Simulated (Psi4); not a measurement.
# CH3BFNO (SMILES NC1(F)BO1): revPBE/6-31G(d) (spherical functions)

Aim: the vertical ionisation energy of CH3BFNO at revPBE/6-31G* (spherical functions), from 2 runs. Input form: a QCSchema input.

The results are computed with Psi4 1.11.

### Step 1. The molecule

The species is CH3BFNO (8 atoms), meant as a singlet with charge 0. SMILES: `NC1(F)BO1`. The coordinates come from a PBE0-D4/def2-TZVP relaxation. This is one conformer, not always the lowest.

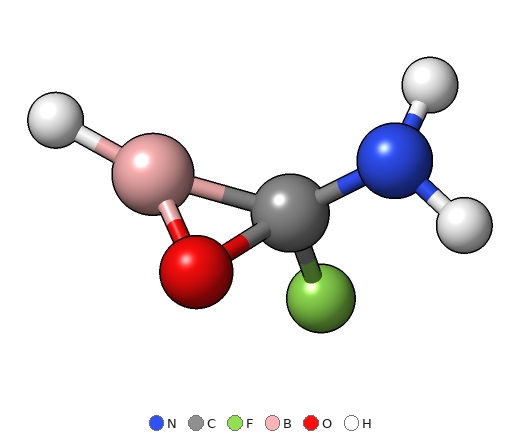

Viewed from a chosen angle; nitrogen blue, carbon grey, fluorine green, boron pink, oxygen red, hydrogen white.

### Step 2. The energy at revPBE/6-31G(d) (spherical functions)

Contents of input.json:

```json
{
  "schema_name": "qcschema_input",
  "schema_version": 1,
  "molecule": {
    "schema_name": "qcschema_molecule",
    "schema_version": 2,
    "symbols": ["N", "C", "F", "B", "O", "H", "H", "H"],
    "geometry": [-0.81447196, 2.17016148, 0.34884344, 0.10223418, -0.11565124, -0.54726469, 0.23073556, -0.25076666, -3.13373283, 0.63797154, -2.47024999, 0.97339793, 2.54527212, -0.89384046, 0.48244708, -2.72026076, 2.21116854, 0.3994881, -0.14229638, 3.66909224, -0.63532592, 0.33485947, -4.42781728, 2.00670017],
    "molecular_charge": 0,
    "molecular_multiplicity": 1,
    "fix_symmetry": "c1"
  },
  "driver": "energy",
  "model": {
    "method": "revpbe",
    "basis": "6-31G*"
  },
  "keywords": {
    "puream": true,
    "e_convergence": 1e-09,
    "d_convergence": 1e-08,
    "scf_type": "pk",
    "dft_radial_points": 99,
    "dft_spherical_points": 590,
    "scf_properties": ["DIPOLE", "MULLIKEN_CHARGES", "MAYER_INDICES"]
  }
}
```

Command:

```console
psi4 --qcschema input.json -n 1 --memory 2200MB
```

stdout, shortened:

```text
[...]
  Running in c1 symmetry.
[...]
  Nuclear repulsion =  167.411286307521351
[...]
  Multiplicity = 1
[...]
  Nalpha       = 19
  Nbeta        = 19
[...]
    Number of basis functions: 76
[...]
   @RKS iter   1:  -294.18382618425142   -9.05149e-03   1.05160e-02 DIIS/ADIIS
[...]
   @RKS iter  13:  -294.46270237936568   -5.68434e-14   1.48773e-09 DIIS
[...]
    Orbital Energies [Eh]
    ---------------------
    Doubly Occupied:
       1A    -24.265905     2A    -18.815744     3A    -14.010965
       4A    -10.032012     5A     -6.544716     6A     -1.102177
       7A     -0.981757     8A     -0.826791     9A     -0.567846
      10A     -0.491918    11A     -0.473915    12A     -0.449450
      13A     -0.427422    14A     -0.367652    15A     -0.345579
      16A     -0.323418    17A     -0.307516    18A     -0.231172
      19A     -0.222879
[...]
  @RKS Final Energy:  -294.46270237936568
   => Energetics <=
    Nuclear Repulsion Energy =            167.4112863075213511
    One-Electron Energy =                -735.8393632209204043
    Two-Electron Energy =                 310.5117253126131232
    DFT Exchange-Correlation Energy =     -36.5463507785797148
    Empirical Dispersion Energy =           0.0000000000000000
    VV10 Nonlocal Energy =                  0.0000000000000000
    Total Energy =                       -294.4627023793656804
[...]
 Multipole Moments:
 ------------------------------------------------------------------------------------
     Multipole            Electronic (a.u.)      Nuclear  (a.u.)        Total (a.u.)
 ------------------------------------------------------------------------------------
 L = 1.  Multiply by 2.5417464519 to convert [e a0] to [Debye]
 Dipole X            :          1.2623958           -1.9382319           -0.6758361
 Dipole Y            :         -1.9431692            2.1889004            0.2457311
 Dipole Z            :         -2.1623247            2.2175884            0.0552637
 Magnitude           :                                                    0.7212435
[...]
  Mulliken Charges: (a.u.)
   Center  Symbol    Alpha    Beta     Spin     Total
       1     N     3.86051  3.86051  0.00000 -0.72102
       2     C     2.76484  2.76484  0.00000  0.47033
       3     F     4.64837  4.64837  0.00000 -0.29673
       4     B     2.40168  2.40168  0.00000  0.19664
       5     O     4.15726  4.15726  0.00000 -0.31451
       6     H     0.33526  0.33526  0.00000  0.32947
       7     H     0.34175  0.34175  0.00000  0.31649
       8     H     0.49034  0.49034  0.00000  0.01932
   Total alpha = 19.00000, Total beta = 19.00000, Total charge = -0.00000
[...]
```

The result, in JSON:

```text
{
 "driver": "energy",
 "model": {
  "method": "revpbe",
  "basis": "6-31G*"
 },
 "success": true,
 "return_result": -294.4627023793657,
 "properties": {
  "calcinfo_nbasis": 76,
  "calcinfo_nmo": 76,
  "calcinfo_nalpha": 19,
  "calcinfo_nbeta": 19,
  "calcinfo_natom": 8,
  "nuclear_repulsion_energy": 167.41128630752135,
  "return_energy": -294.4627023793657,
  "scf_one_electron_energy": -735.8393632209204,
  "scf_two_electron_energy": 310.5117253126131,
  "scf_xc_energy": -36.546350778579715,
  "scf_dipole_moment": [-0.6758360684541422, 0.2457311105636406, 0.055263714834034694],
  "scf_total_energy": -294.4627023793657,
  "scf_iterations": 13
 }
}
```

Wall time 11 s (1 thread of Intel Xeon 6975P-C (Granite Rapids), shared host); peak memory 1.1 GiB.

### Step 3. The doublet cation: energy and gradient at U-revPBE/6-31G(d) (spherical functions)

Contents of job.json:

```json
{
  "schema_name": "qcschema_input",
  "schema_version": 1,
  "molecule": {
    "schema_name": "qcschema_molecule",
    "schema_version": 2,
    "symbols": ["N", "C", "F", "B", "O", "H", "H", "H"],
    "geometry": [-0.81447196, 2.17016148, 0.34884344, 0.10223418, -0.11565124, -0.54726469, 0.23073556, -0.25076666, -3.13373283, 0.63797154, -2.47024999, 0.97339793, 2.54527212, -0.89384046, 0.48244708, -2.72026076, 2.21116854, 0.3994881, -0.14229638, 3.66909224, -0.63532592, 0.33485947, -4.42781728, 2.00670017],
    "molecular_charge": 1,
    "molecular_multiplicity": 2,
    "fix_symmetry": "c1"
  },
  "driver": "gradient",
  "model": {
    "method": "revpbe",
    "basis": "6-31G*"
  },
  "keywords": {
    "reference": "uks",
    "puream": true,
    "e_convergence": 1e-09,
    "d_convergence": 1e-08,
    "scf_type": "pk",
    "dft_radial_points": 99,
    "dft_spherical_points": 590,
    "maxiter": 100,
    "scf_properties": ["MAYER_INDICES", "WIBERG_LOWDIN_INDICES", "MULLIKEN_CHARGES"]
  }
}
```

Command:

```console
psi4 --qcschema job.json -n 1 --memory 2200MB
```

stdout, shortened:

```text
[...]
  Running in c1 symmetry.
[...]
  Nuclear repulsion =  167.411286307521351
[...]
  Multiplicity = 2
[...]
  Nalpha       = 19
  Nbeta        = 18
[...]
    Number of basis functions: 76
[...]
   @UKS iter   1:  -293.84603075886082    3.28744e-01   9.89865e-03 ADIIS/DIIS
[...]
   @UKS iter  19:  -294.10509142677506   -2.84217e-13   3.59154e-09 DIIS
[...]
   @S^2 Observed:                7.517967780E-01
[...]
  @UKS Final Energy:  -294.10509142677506
   => Energetics <=
    Nuclear Repulsion Energy =            167.4112863075213511
    One-Electron Energy =                -725.2086788200105048
    Two-Electron Energy =                 299.8423759851168597
    DFT Exchange-Correlation Energy =     -36.1500748994027177
    Empirical Dispersion Energy =           0.0000000000000000
    VV10 Nonlocal Energy =                  0.0000000000000000
    Total Energy =                       -294.1050914267750613
[...]
 Multipole Moments:
 ------------------------------------------------------------------------------------
     Multipole            Electronic (a.u.)      Nuclear  (a.u.)        Total (a.u.)
 ------------------------------------------------------------------------------------
 L = 1.  Multiply by 2.5417464519 to convert [e a0] to [Debye]
 Dipole X            :          0.9053752           -1.9382319           -1.0328567
 Dipole Y            :         -1.8160549            2.1889004            0.3728454
 Dipole Z            :         -1.5797933            2.2175884            0.6377951
 Magnitude           :                                                    1.2698776
[...]
  -Total Gradient:
     Atom            X                  Y                   Z
    ------   -----------------  -----------------  -----------------
       1        0.002444439065    -0.003117652693     0.006585892761
       2       -0.013701961281    -0.028162361919     0.051469900001
       3        0.004083216482    -0.005203031837    -0.013428195187
       4       -0.021790984551     0.050614110404    -0.027773529118
       5        0.003383596759     0.000535797372    -0.010493263235
       6        0.020079120932    -0.005435954519    -0.019537100739
       7       -0.003252261565    -0.013829128052     0.013319069171
       8        0.008743957262     0.004603079562    -0.000150780643
[...]
```

The result, in JSON:

```text
{
 "driver": "gradient",
 "model": {
  "method": "revpbe",
  "basis": "6-31G*"
 },
 "success": true,
 "return_result": [0.0024444390653210607, -0.0031176526925905945, 0.006585892760670009, -0.013701961280834257, -0.028162361918532816, 0.05146990000126571, 0.00408321648226059, -0.005203031836539862, -0.013428195186825087, -0.021790984550631803, 0.05061411040435629, -0.02777352911813155, 0.003383596758732066, 0.0005357973722950049, -0.010493263234752078, 0.020079120932481986, -0.005435954519381456, -0.019537100738550323, -0.0032522615647541664, -0.013829128051548484, 0.013319069170812298, 0.008743957262162622, 0.004603079562383289, -0.00015078064316308148],
 "properties": {
  "calcinfo_nbasis": 76,
  "calcinfo_nmo": 76,
  "calcinfo_nalpha": 19,
  "calcinfo_nbeta": 18,
  "calcinfo_natom": 8,
  "nuclear_repulsion_energy": 167.41128630752135,
  "return_energy": -294.10509142677506,
  "return_gradient": [0.0024444390653210607, -0.0031176526925905945, 0.006585892760670009, -0.013701961280834257, -0.028162361918532816, 0.05146990000126571, 0.00408321648226059, -0.005203031836539862, -0.013428195186825087, -0.021790984550631803, 0.05061411040435629, -0.02777352911813155, 0.003383596758732066, 0.0005357973722950049, -0.010493263234752078, 0.020079120932481986, -0.005435954519381456, -0.019537100738550323, -0.0032522615647541664, -0.013829128051548484, 0.013319069170812298, 0.008743957262162622, 0.004603079562383289, -0.00015078064316308148],
  "scf_one_electron_energy": -725.2086788200105,
  "scf_two_electron_energy": 299.84237598511686,
  "scf_xc_energy": -36.15007489940272,
  "scf_dipole_moment": [-1.0328566691723116, 0.37284543198538245, 0.6377951212511568],
  "scf_total_energy": -294.10509142677506,
  "scf_total_gradient": [0.0024444390653210607, -0.0031176526925905945, 0.006585892760670009, -0.013701961280834257, -0.028162361918532816, 0.05146990000126571, 0.00408321648226059, -0.005203031836539862, -0.013428195186825087, -0.021790984550631803, 0.05061411040435629, -0.02777352911813155, 0.003383596758732066, 0.0005357973722950049, -0.010493263234752078, 0.020079120932481986, -0.005435954519381456, -0.019537100738550323, -0.0032522615647541664, -0.013829128051548484, 0.013319069170812298, 0.008743957262162622, 0.004603079562383289, -0.00015078064316308148],
  "scf_iterations": 19
 }
}
```

Run time: 24 s. Hardware: 1 thread of Intel Xeon 6975P-C (Granite Rapids), shared host; peak memory 1.1 GiB.

### Step 4. Summary of results

At revPBE/6-31G* (spherical functions):

| quantity | value |
| --- | --- |
| singlet CH3BFNO: total energy | -294.46270 Eh |
| singlet CH3BFNO: dipole moment | 1.83 D |
| singlet CH3BFNO: HOMO energy | -6.06 eV |
| singlet CH3BFNO: LUMO energy | -1.14 eV |
| singlet CH3BFNO: HOMO–LUMO gap | 4.93 eV |
| doublet cation: total energy | -294.10509 Eh |
| doublet cation: HOMO energy (highest over α and β) | -13.66 eV |
| doublet cation: LUMO energy (lowest over α and β) | -13.38 eV |
| doublet cation: ⟨S²⟩ | 0.752 |
| doublet cation: largest force on an atom | 3.173 eV/Å |
| vertical ionisation energy (to the doublet cation) | 9.731 eV |

The vertical ionisation energy comes to 9.73 eV (939 kJ/mol). −ε(HOMO) before ionisation, 6.06 eV, is 3.67 eV below this ionisation energy. Mulliken charges (singlet CH3BFNO) run from -0.72 on N1 to +0.47 on C2; they depend strongly on the basis.
